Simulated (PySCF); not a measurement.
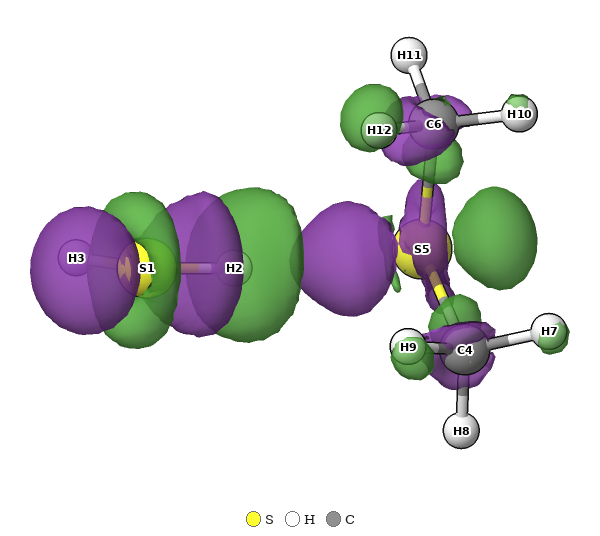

C2H8S2, SMILES `S.CSC`. Density of the complex less the densities of the two fragments at the same geometry, ±0.004 e/Å³ (purple: gain, green: loss). Fragment A: H2S (atoms 1–3); fragment B: H6C2S.

Level of theory: CAM-B3LYP/def2-TZVP (PySCF), at a geometry from GFN2-xTB. GFN2-xTB bond lengths at metals and heavier atoms can be off by up to 0.1 Å and shapes distorted, which carries into these values.

Question: Which way does charge flow?

Answer: Hirshfeld charges show 0.028 e passing from B to A. By Hirshfeld charges, electrons gather most on S1 (−0.042 e) and leave H2 most (+0.018 e); 0.10 e is displaced in all, which induces a dipole of 0.82 D.

Question: What is the interaction energy, and which contacts carry it?

Answer: The counterpoise-corrected interaction energy of the frozen fragments is −1.4 kcal/mol without dispersion correction and −3.2 kcal/mol with D3(BJ). The pair geometry is semi-empirical, not a minimum at this level. Contacts: H2···S5, hydrogen bond, 2.38 Å, ρ = 0.022 a.u. The pose is a local one from a semi-empirical search, not shown to be the most stable.
